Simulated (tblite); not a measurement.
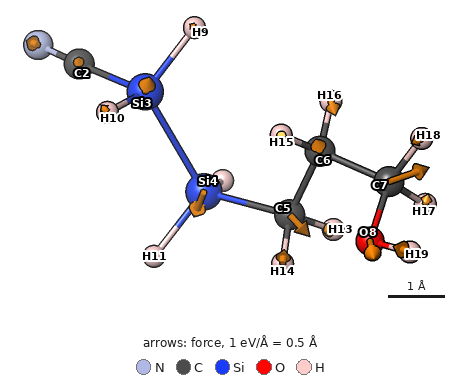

Starting geometry of C₄H₁₁NOSi₂ with the computed forces as orange arrows. The picture is a ball-and-stick view, seen from a free direction.

All numbers below come from GFN2-xTB geometry optimisation, gas phase (tblite 0.8.0). 

What follows when this structure is relaxed?

It isn't relaxed: the largest force vector, on a C atom, is 1.83 eV/Å. The final displacements have little in common with the starting forces (cosine between the two patterns 0.07). The energy falls by 9.62 kcal/mol in 155 geometry steps. The atom that moves furthest after the best rigid fit is an H atom (1.02 Å). By element the largest moves are H 1.02 Å, O 0.69 Å, N 0.58 Å, C 0.47 Å, Si 0.34 Å. Some distances before and after: Si–Si 2.229 → 2.318 Å, C–Si 1.854 → 1.903 Å, C–O 1.383 → 1.412 Å, C–Si 1.838 → 1.867 Å. Bond angles that change, for instance: C–Si–H 112.0° → 103.1°, Si–Si–H 108.4° → 117.1°, C–C–C 105.7° → 111.5°. Groups turn about C–Si by about 45°, C–O by about 25°.
